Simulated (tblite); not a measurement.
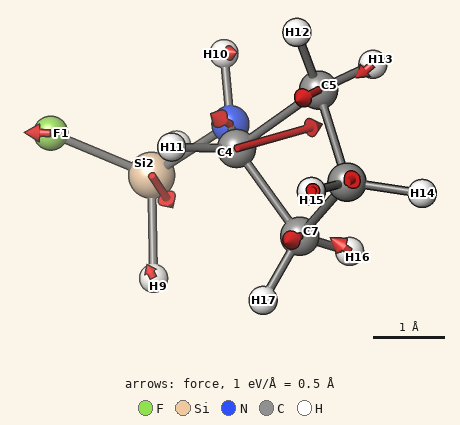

Starting geometry of C₄H₁₀FNSi with the computed forces as red arrows. The picture is a ball-and-stick view, seen from a free direction.

Level of theory: GFN2-xTB geometry optimisation, gas phase (tblite 0.8.0). 

What follows when this structure is relaxed?

It isn't relaxed: the largest force vector, on a C atom, is 3.36 eV/Å. The final displacements have little in common with the starting forces (cosine between the two patterns 0.11). The atom that moves furthest after the best rigid fit is an H atom (1.51 Å). Largest moves by element: H 1.51 Å, F 0.39 Å, C 0.19 Å, Si 0.16 Å, N 0.16 Å. Among the contacts that change: H–Si 1.494 → 1.452 Å, C–N 1.478 → 1.435 Å, C–C 1.560 → 1.541 Å, N–Si 1.699 → 1.711 Å. Bond angles that change, for instance: Si–N–H 106.1° → 118.0°, N–C–H 117.3° → 107.8°, F–Si–H 111.3° → 102.7°. After 119 geometry steps the energy has fallen by 13.4 kcal/mol.
